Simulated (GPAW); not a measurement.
# Quasiparticle gap of FeAs2 (Lollingite) in GPAW

How does a plane-wave GW calculation on FeAs2 (Lollingite) run from the first input to the gap?

Main program and level: GPAW 26.7.0; LDA and many-body steps on it, plane waves.

**The experiments to reproduce.**

- Gap 0.2 eV: transport gap from activated resistivity above 200 K, current along a; electrical resistivity, Arrhenius fit; bulk crystal (single crystal grown by chemical vapor transport) (“Huge Thermoelectric Power Factor: FeSb2 versus FeAs2 and RuSb2”, 2009, arxiv:0910.0784).

Most raw output is cut from this account.

### Step 1. Set-up

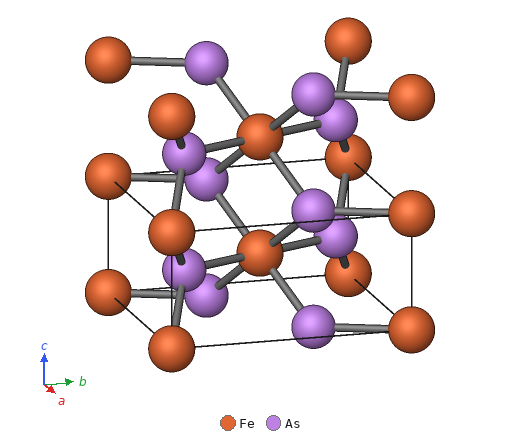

Start, viewed slightly off an axis; iron orange, arsenic purple. 1×1×2 cells are drawn. Some periodic images of atoms are drawn too.

The cell and positions come from the Crystallography Open Database and are kept as given unless a step says otherwise.

### Step 2. Ground state

This step: GPAW 26.7.0; DFT, LDA, plane waves, PAW.

The ground-state density comes first.

The input, run.py:

```python
import json
import numpy as np
from gpaw.mpi import world
from ase import Atoms
from gpaw import GPAW, PW, FermiDirac

atoms = Atoms(['Fe', 'Fe', 'As', 'As', 'As', 'As'],
    cell=[[5.3012000000, 0.0000000000, 0.0000000000],
      [0.0000000000, 5.9858000000, 0.0000000000],
      [0.0000000000, 0.0000000000, 2.8822000000]],
    scaled_positions=[[0.0000000000, 0.0000000000, 0.0000000000],
      [0.5000000000, 0.5000000000, 0.5000000000],
      [0.1763000000, 0.3624000000, 0.0000000000],
      [0.8237000000, 0.6376000000, 0.0000000000],
      [0.6763000000, 0.1376000000, 0.5000000000],
      [0.3237000000, 0.8624000000, 0.5000000000]],
    pbc=(True, True, True))
calc = GPAW(mode=PW(600),
    xc='LDA',
    kpts={'size': (4, 4, 8), 'gamma': True},
    occupations=FermiDirac(0.001),
    nbands=-9,
    convergence={'density': 1e-6, 'bands': -3},
    maxiter=100,
    txt='gs.txt')
atoms.calc = calc
res = {'energy': atoms.get_potential_energy()}
kpts = calc.get_ibz_k_points()
res['kpts'] = kpts
res['eigenvalues'] = [calc.get_eigenvalues(kpt=k) for k in range(len(kpts))]
res['n_electrons'] = calc.get_number_of_electrons()
calc.write('gs.gpw')

if world.rank == 0:
    with open('result.json', 'w') as f:
        json.dump(res, f, default=lambda x: x.tolist())
```

Launch:

```
$ mpirun -n 4 gpaw python run.py
```

The job ended after 31 s (4 MPI ranks of Arm Neoverse V2, shared host; peak memory 0.81 GiB).

Numbers from this step:

```
total energy               : -44.10 eV
gap                        : 0.2645 eV
k of the valence top       : 0, 0.5, 0.125
k of the conduction bottom : 0, 0, 0.25
least direct gap           : 0.4265 eV
```

The gap is indirect, with the least direct gap 0.16 eV higher.

### Step 3. Bands along the symmetry lines

The cheap functional maps the bands first; the places of the edges decide which points the dearer methods must see.

The input, run.py:

```python
import json
import numpy as np
from gpaw.mpi import world
from gpaw import GPAW

path = [[0.000000, 0.000000, 0.000000],
    [0.062500, 0.000000, 0.000000],
    [0.125000, 0.000000, 0.000000],
    [0.187500, 0.000000, 0.000000],
    [0.250000, 0.000000, 0.000000],
    [0.312500, 0.000000, 0.000000],
    [0.375000, 0.000000, 0.000000],
    [0.437500, 0.000000, 0.000000],
    [0.500000, 0.000000, 0.000000],
    [0.500000, 0.062500, 0.000000],
    [0.500000, 0.125000, 0.000000],
    [0.500000, 0.187500, 0.000000],
    [0.500000, 0.250000, 0.000000],
    [0.500000, 0.312500, 0.000000],
    [0.500000, 0.375000, 0.000000],
    [0.500000, 0.437500, 0.000000],
    [0.500000, 0.500000, 0.000000],
    [0.437500, 0.500000, 0.000000],
    [0.375000, 0.500000, 0.000000],
    [0.312500, 0.500000, 0.000000],
    [0.250000, 0.500000, 0.000000],
    [0.187500, 0.500000, 0.000000],
    [0.125000, 0.500000, 0.000000],
    [0.062500, 0.500000, 0.000000],
    [0.000000, 0.500000, 0.000000],
    [0.000000, 0.437500, 0.000000],
    [0.000000, 0.375000, 0.000000],
    [0.000000, 0.312500, 0.000000],
    [0.000000, 0.250000, 0.000000],
    [0.000000, 0.187500, 0.000000],
    [0.000000, 0.125000, 0.000000],
    [0.000000, 0.062500, 0.000000],
    [0.000000, 0.000000, 0.000000],
    [0.000000, 0.000000, 0.062500],
    [0.000000, 0.000000, 0.125000],
    [0.000000, 0.000000, 0.187500],
    [0.000000, 0.000000, 0.250000],
    [0.000000, 0.000000, 0.312500],
    [0.000000, 0.000000, 0.375000],
    [0.000000, 0.000000, 0.437500],
    [0.000000, 0.000000, 0.500000],
    [0.062500, 0.000000, 0.500000],
    [0.125000, 0.000000, 0.500000],
    [0.187500, 0.000000, 0.500000],
    [0.250000, 0.000000, 0.500000],
    [0.312500, 0.000000, 0.500000],
    [0.375000, 0.000000, 0.500000],
    [0.437500, 0.000000, 0.500000],
    [0.500000, 0.000000, 0.500000],
    [0.500000, 0.062500, 0.500000],
    [0.500000, 0.125000, 0.500000],
    [0.500000, 0.187500, 0.500000],
    [0.500000, 0.250000, 0.500000],
    [0.500000, 0.312500, 0.500000],
    [0.500000, 0.375000, 0.500000],
    [0.500000, 0.437500, 0.500000],
    [0.500000, 0.500000, 0.500000],
    [0.437500, 0.500000, 0.500000],
    [0.375000, 0.500000, 0.500000],
    [0.312500, 0.500000, 0.500000],
    [0.250000, 0.500000, 0.500000],
    [0.187500, 0.500000, 0.500000],
    [0.125000, 0.500000, 0.500000],
    [0.062500, 0.500000, 0.500000],
    [0.000000, 0.500000, 0.500000],
    [0.000000, 0.437500, 0.500000],
    [0.000000, 0.375000, 0.500000],
    [0.000000, 0.312500, 0.500000],
    [0.000000, 0.250000, 0.500000],
    [0.000000, 0.187500, 0.500000],
    [0.000000, 0.125000, 0.500000],
    [0.000000, 0.062500, 0.500000],
    [0.000000, 0.000000, 0.500000],
    [0.500000, 0.000000, 0.000000],
    [0.500000, 0.000000, 0.062500],
    [0.500000, 0.000000, 0.125000],
    [0.500000, 0.000000, 0.187500],
    [0.500000, 0.000000, 0.250000],
    [0.500000, 0.000000, 0.312500],
    [0.500000, 0.000000, 0.375000],
    [0.500000, 0.000000, 0.437500],
    [0.500000, 0.000000, 0.500000],
    [0.000000, 0.500000, 0.000000],
    [0.000000, 0.500000, 0.062500],
    [0.000000, 0.500000, 0.125000],
    [0.000000, 0.500000, 0.187500],
    [0.000000, 0.500000, 0.250000],
    [0.000000, 0.500000, 0.312500],
    [0.000000, 0.500000, 0.375000],
    [0.000000, 0.500000, 0.437500],
    [0.000000, 0.500000, 0.500000],
    [0.500000, 0.500000, 0.000000],
    [0.500000, 0.500000, 0.062500],
    [0.500000, 0.500000, 0.125000],
    [0.500000, 0.500000, 0.187500],
    [0.500000, 0.500000, 0.250000],
    [0.500000, 0.500000, 0.312500],
    [0.500000, 0.500000, 0.375000],
    [0.500000, 0.500000, 0.437500],
    [0.500000, 0.500000, 0.500000]]
calc = GPAW('gs.gpw').fixed_density(kpts=path,
    symmetry='off',
    nbands=28,
    convergence={'bands': 24},
    txt='bands.txt')
res = {}
kpts = calc.get_ibz_k_points()
res['kpts'] = kpts
res['eigenvalues'] = [calc.get_eigenvalues(kpt=k) for k in range(len(kpts))]
res['n_electrons'] = calc.get_number_of_electrons()

if world.rank == 0:
    with open('result.json', 'w') as f:
        json.dump(res, f, default=lambda x: x.tolist())
```

Launch:

```
$ mpirun -n 4 gpaw python run.py
```

Run time: 62 s. Hardware: 4 MPI ranks; peak memory 1 GiB.

Numbers from this step:

- gap: 0.2335 eV
- k of the valence top: 0, 0.5, 0.1875
- k of the conduction bottom: 0, 0, 0.3125
- least direct gap: 0.5751 eV

The gap is 0.234 eV, −0.031 eV from the run before at this level.

Electronic bands along the path, in eV, zero at the top of the highest filled band:

| point | band 15 | band 16 | band 17 | band 18 | band 19 | band 20 | band 21 | band 22 |
| --- | --- | --- | --- | --- | --- | --- | --- | --- |
| Γ | -0.56 | -0.21 | -0.16 | -0.07 | 1.61 | 2.47 | 4.21 | 4.72 |
| X | -0.59 | -0.59 | -0.16 | -0.16 | 3.16 | 3.16 | 3.60 | 3.60 |
| S | -1.05 | -1.05 | -0.11 | -0.11 | 1.33 | 1.33 | 4.33 | 4.33 |
| Y | -0.24 | -0.24 | -0.20 | -0.20 | 2.40 | 2.40 | 2.92 | 2.92 |
| Γ | -0.56 | -0.21 | -0.16 | -0.07 | 1.61 | 2.47 | 4.21 | 4.72 |
| Z | -0.93 | -0.93 | -0.33 | -0.33 | 0.52 | 0.52 | 1.86 | 1.86 |
| U | -0.91 | -0.91 | -0.45 | -0.45 | 0.78 | 0.78 | 1.76 | 1.76 |
| R | -0.80 | -0.80 | -0.04 | -0.04 | 0.55 | 0.55 | 2.44 | 2.44 |
| T | -0.94 | -0.94 | -0.40 | -0.40 | 0.49 | 0.49 | 0.86 | 0.86 |
| Z | -0.93 | -0.93 | -0.33 | -0.33 | 0.52 | 0.52 | 1.86 | 1.86 |
| jump to X | -0.59 | -0.59 | -0.16 | -0.16 | 3.16 | 3.16 | 3.60 | 3.60 |
| U | -0.91 | -0.91 | -0.45 | -0.45 | 0.78 | 0.78 | 1.76 | 1.76 |
| jump to Y | -0.24 | -0.24 | -0.20 | -0.20 | 2.40 | 2.40 | 2.92 | 2.92 |
| T | -0.94 | -0.94 | -0.40 | -0.40 | 0.49 | 0.49 | 0.86 | 0.86 |
| jump to S | -1.05 | -1.05 | -0.11 | -0.11 | 1.33 | 1.33 | 4.33 | 4.33 |
| R | -0.80 | -0.80 | -0.04 | -0.04 | 0.55 | 0.55 | 2.44 | 2.44 |

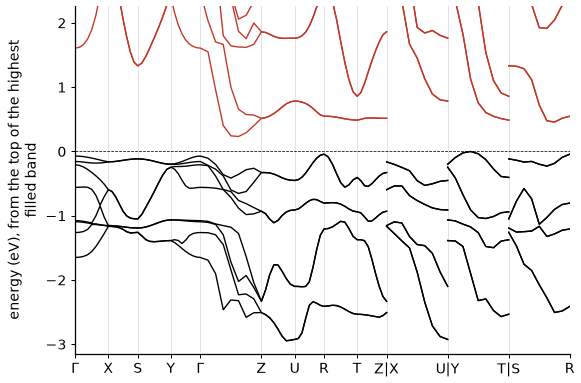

Electronic bands along the path; lines of filled and empty bands in two colours.

### Step 4. Empty states on the mesh, 4×4×6 mesh, 317 bands

The sums over transitions need many empty states on a uniform mesh; this step solves for them.

The input, run.py:

```python
import json
import numpy as np
from gpaw.mpi import world
from gpaw import GPAW

calc = GPAW('gs.gpw').fixed_density(kpts={'size': (4, 4, 6), 'gamma': True},
    parallel={'domain': 1, 'band': 1},
    txt='nscf.txt')
calc.diagonalize_full_hamiltonian(nbands=317)
calc.write('full.gpw', mode='all')
res = {}
kpts = calc.get_ibz_k_points()
res['kpts'] = kpts
res['eigenvalues'] = [calc.get_eigenvalues(kpt=k) for k in range(len(kpts))]
res['n_electrons'] = calc.get_number_of_electrons()

if world.rank == 0:
    with open('result.json', 'w') as f:
        json.dump(res, f, default=lambda x: x.tolist())
```

Launch:

```
$ mpirun -n 4 gpaw python run.py
```

Run time: 4.7 min. Hardware: 4 MPI ranks; peak memory 4.3 GiB; 19 min of CPU time.

This step gave:

| Quantity | Value |
| --- | --- |
| gap | 0.2474 eV |
| k of the valence top | 0, 0.5, 0.1667 |
| k of the conduction bottom | 0, 0, 0.3333 |
| least direct gap | 0.4546 eV |
| k points computed | 40 |
| lowest point of the top converged band, above the valence top | 112.9689 eV |

On this mesh the gap is 0.247 eV.

### Step 5. Screening and self-energy, 4×4×6 mesh, 143 bands, screening to 78 eV

Now the one-shot GW correction: screening in the RPA, then the self-energy of the levels asked for.

This step: G0W0 on LDA, plane waves, PAW.

The input, run.py:

```python
import json
import numpy as np
from gpaw.mpi import world
from gpaw.response.g0w0 import G0W0

gw = G0W0('full.gpw',
    filename='gw',
    kpts=[0, 2, 6, 9],
    bands=(16, 20),
    ecut=78,
    nbands=143,
    integrate_gamma='WS',
    ppa=True)
gw.calculate()
res = {mode: {k: v for k, v in r.items() if k != 'sigma_eskwn'}
       for mode, r in gw.all_results.items()}

if world.rank == 0:
    with open('result.json', 'w') as f:
        json.dump(res, f, default=lambda x: x.tolist())
```

Launch:

```
$ mpirun -n 4 gpaw python run.py
```

The job ended after 8.7 min (4 MPI ranks; peak memory 2.4 GiB; 35 min of CPU time).

This step gave:

```yaml
g0w0_gap_on_the_mesh: 0.5607 eV
least_direct_g0w0_gap_on_the_computed_points: 0.7083 eV
z_at_the_valence_top: 0.6759
z_at_the_conduction_bottom: 0.6897
starting_gap_on_the_mesh: 0.2474 eV
k_of_the_valence_top: 0, 0, 0
k_of_the_conduction_bottom: 0, 0, 0.3333
```

The gap on the mesh goes from 0.25 eV to 0.56 eV, a correction of +0.31 eV.

Limits: finite bands, cutoff and mesh; no spin polarisation; d states lean on the start; no spin-orbit coupling; coarse k mesh. v1 is the top filled band, c1 the lowest empty one. The levels before and after the correction (eV, zero at the valence-band top of each column):

|  | conduction bottom | valence top |
| --- | --- | --- |
| Kohn-Sham | 0.25 | 0.00 |
| G0W0 | 0.56 | 0.00 |

|  | level | energy (eV) |
| --- | --- | --- |
| Kohn-Sham | Γ v2 | -0.155 |
| Kohn-Sham | Γ v1 | -0.070 |
| Kohn-Sham | Γ c1 | 1.609 |
| Kohn-Sham | Γ c2 | 2.473 |
| Kohn-Sham | (0 0 0.333) v2 | -0.653 |
| Kohn-Sham | (0 0 0.333) v1 | -0.329 |
| Kohn-Sham | (0 0 0.333) c1 | 0.247 |
| Kohn-Sham | (0 0 0.333) c2 | 0.613 |
| G0W0 | Γ v2 | -0.094 |
| G0W0 | Γ v1 | 0.000 |
| G0W0 | Γ c1 | 1.964 |
| G0W0 | Γ c2 | 2.507 |
| G0W0 | (0 0 0.333) v2 | -0.606 |
| G0W0 | (0 0 0.333) v1 | -0.160 |
| G0W0 | (0 0 0.333) c1 | 0.561 |
| G0W0 | (0 0 0.333) c2 | 0.842 |

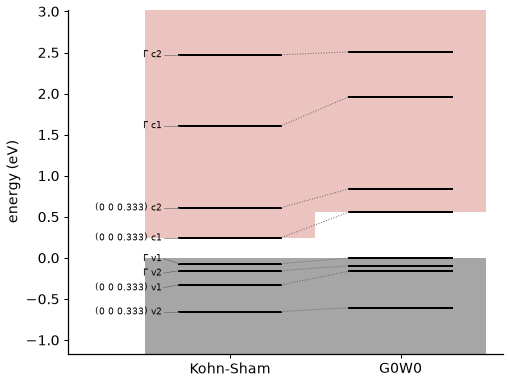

Levels before and after the correction. Shaded: valence and conduction bands.

### Step 6. Where the time went

Times are wall times on 4 MPI ranks of Arm Neoverse V2, shared host, good to a factor of about two.

| step | time | share | memory (GiB) |
| --- | --- | --- | --- |
| ground state | 31 s | 3 % | 0.81 |
| bands along the symmetry lines | 62 s | 7 % | 1 |
| empty states on the mesh | 4.7 min | 31 % | 4.3 |
| screening and self-energy | 8.7 min | 58 % | 2.4 |

### Step 7. Summary of results

| Property | Result |
| --- | --- |
| LDA gap | 0.23 eV, indirect |
| G0W0 gap on the mesh | 0.56 eV |
| GW settings | 4×4×6 mesh, 143 bands, screening to 78 eV, Godby-Needs plasmon pole |
| known limits | not at the basis limit; no spin polarisation; d states lean on the start; no spin-orbit coupling; coarse k mesh |

**Reading.** G0W0 moves the gap on the mesh from 0.25 eV to 0.56 eV (+0.31 eV), with Z of 0.68 and 0.69 at the edges. The dearest step here is «screening and self-energy». Against experiment, by G0W0@LDA: the gap of 0.55 eV lies +0.35 eV from the measured 0.2 eV (transport, 2009). The calculation has static nuclei and no excitons; a measured gap holds zero-point and thermal motion, which mostly lowers it. Bands and cutoff are finite, so the gap is not at the basis limit. The miss can reach some tenths of an eV and take either sign; the mesh is an error of its own. These stock PAW sets were not made for GW; the filled d or f shell of As lies in the frozen core, which bears on start and correction. The 4×4×6 mesh is coarse for this cell, which bears on the long-range parts of exchange and screening. The runs have no spin polarisation. For a closed low-spin shell that is the natural state; where a d or f shell is open it is a constraint, and the gap is then not the crystal's own. With d states at the gap, one-shot GW leans hard on its start. The many-body steps are scalar-relativistic: spin-orbit coupling is not in them.

[Paths, hosts, dates, memory and timing lines, banners, echoed tables and standing remarks are left out of the program output.]

[Logs are printed without paths, hosts, clocks, repeated set-up lines and the standing remarks that a program may print on its own settings, such as how far it seeks lower states.]

[Runs of the session that timed out or met a known fault of the program may be left out.]

[Hosts, paths, dates, database ids (printed as entryN), source tags and the programs' standing remarks are cut or masked in the printed files.]
